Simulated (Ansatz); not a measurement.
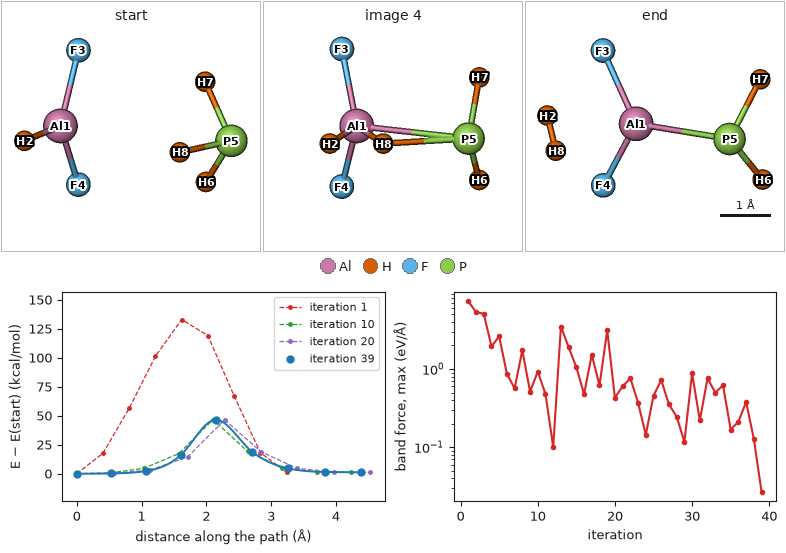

A nudged-elastic-band calculation for AlPH4F2, made up at the start of AlHF2 and PH3. Images are numbered from 0 (start) to 8 (end). The plot follows the band through its iterations. A ball-and-stick model, seen at a tilt.

Method: RHF/def2-SVP (Ansatz 0.2.0).

The input:
```yaml
crystal:
  periodic: [false, false, false]
  atoms:
    - { symbol: Al, position_ang: [0.023327, 0.3026, -0.022973] }
    - { symbol: H, position_ang: [-0.144003, 0.950476, 1.376291] }
    - { symbol: F, position_ang: [1.504812, 0.111869, -0.710387] }
    - { symbol: F, position_ang: [-1.276893, -0.139509, -0.927165] }
    - { symbol: P, position_ang: [0.249749, -3.231455, 1.138765] }
    - { symbol: H, position_ang: [-0.773716, -2.763209, 0.283707] }
    - { symbol: H, position_ang: [1.304803, -2.560391, 0.479429] }
    - { symbol: H, position_ang: [0.059621, -2.248281, 2.138333] }
basis:
  gaussian: { orbitals: def2-SVP }
hamiltonian:
  xc: hf
neb:
  order_check: false
  images: 7
  f_tol: 0.05
  max_iterations: 60
  initial_path: linear
  final_atoms:
    - { symbol: Al, position_ang: [0.04820565, -0.76826568, -0.05980487] }
    - { symbol: H, position_ang: [0.19181216, 0.58075065, 1.98249869] }
    - { symbol: F, position_ang: [1.34666533, 0.22721003, -0.25836268] }
    - { symbol: F, position_ang: [-1.42099177, -0.19247279, -0.52647787] }
    - { symbol: P, position_ang: [0.28672879, -2.9424933, 0.70132334] }
    - { symbol: H, position_ang: [-0.55913157, -3.52631586, -0.2679787] }
    - { symbol: H, position_ang: [1.50498647, -3.1958745, 0.03238231] }
    - { symbol: H, position_ang: [-0.45057507, 0.23956144, 2.15241977] }
```

Launched with:
```bash
ansatz run input.yaml --threads 1 --pin off --max-ram 2048MiB --backend cpu --events-out ev --progress --plain --runs-dir out
```

Judge this run.

The run is converged, with reservations. The band converged in 39 iterations. The largest component of the band force went from 7.3 to 0.027 eV/Å. The climbing image converged on the top of the path. Its curvatures weren't checked. The straight starting path can push atoms close together and costs iterations. The first iteration put the highest image at 133.0 kcal/mol. The energy climbs by 46.5 kcal/mol to image 4 and then falls by 45.3 kcal/mol, so the end point sits at +1.2 kcal/mol.

Limits of the set-up: the start holds two separate molecules, 2.9 Å apart at their closest, whose relative position is a soft coordinate and is computed without a dispersion correction; Hartree-Fock leaves out electron correlation.
